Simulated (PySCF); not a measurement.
C4H9NSi3

The calculation's input:

```
{"job": {"kind": "nmr", "xc": "PBE0", "basis": "pcSseg-1"}, "charge": 0, "multiplicity": 1}
C      2.293492    -0.062628     1.283297
C      2.130435     0.234668     0.002949
Si     0.450191     0.474431    -0.808305
Si    -1.082325     1.901591     0.258869
Si    -2.205761    -0.117633     0.638752
C     -0.788243    -0.996269    -0.385660
C     -0.179497    -2.045618     0.337921
N      0.322678    -2.865952     0.965286
H      1.456647    -0.201612     1.948809
H      3.267554    -0.200053     1.726690
H      3.012980     0.356056    -0.613732
H      0.677442     0.486861    -2.264928
H     -1.772069     2.901261    -0.567977
H     -0.617894     2.658524     1.428831
H     -2.283305    -0.678111     1.989337
H     -3.498928    -0.405408     0.004598
H     -1.190393    -1.428079    -1.305185
```

Command:

```sh
OMP_NUM_THREADS=1 python probes_run.py task.json out
```

Geometry: GFN2-xTB.

Computed with PySCF, PBE0/pcSseg-1, SCF density, gas phase, non-relativistic.

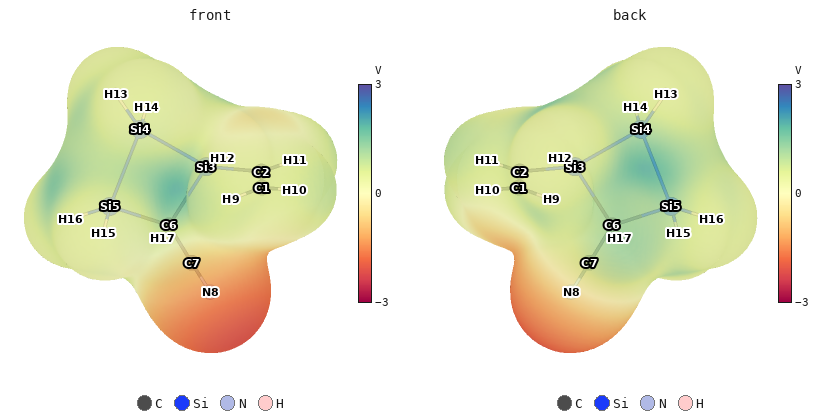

Figure 1. The molecular electrostatic potential painted on the density surface at 0.002 e/bohr³, seen from the front and from behind; red is negative and blue positive.

Question: Which sites attract a positive test charge, and which a negative one?

Answer: A positive charge is drawn to the negative regions and a negative charge to the positive ones. The most negative region (about −2.1 V) lies over N8, the most positive (about +1.8 V) over Si3, Si4 and Si5. N8 is the likeliest acceptor of a hydrogen bond.

Question: What dipole moment does the calculation give?

Answer: Its dipole moment is 4.01 D.

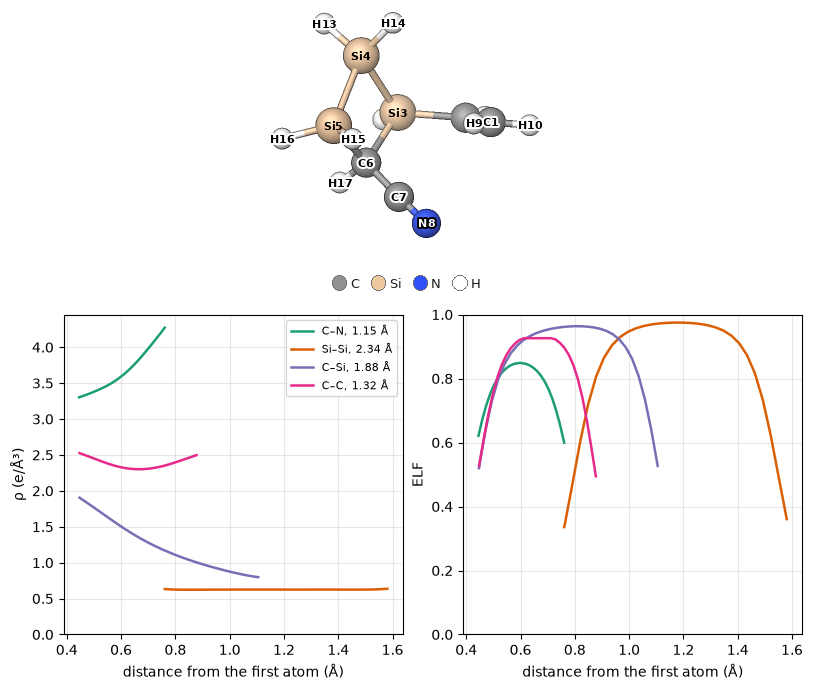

Figure 2. Total electron density and ELF along straight lines between neighbouring atoms. The curves leave out the atomic cores. The structure is drawn too.

Question: What can be read from the curves?

Answer: C–N (1.15 Å): the density is about 3.5 e/Å³ at the midpoint; the ELF peaks at about 0.85 between the atoms; a short, multiple covalent bond.
Si–Si (2.34 Å): ρ is about 0.63 e/Å³ halfway; the ELF peaks at about 1 between the atoms, as expected for localised, covalent bonding.
C–Si (1.88 Å): ρ at the midpoint is about 0.93 e/Å³; the ELF peaks at about 0.95 between the atoms, as expected for localised, covalent bonding.
C–C (1.32 Å): ρ is about 2.3 e/Å³ halfway; the ELF peaks at about 0.95 between the atoms (a short, multiple covalent bond).
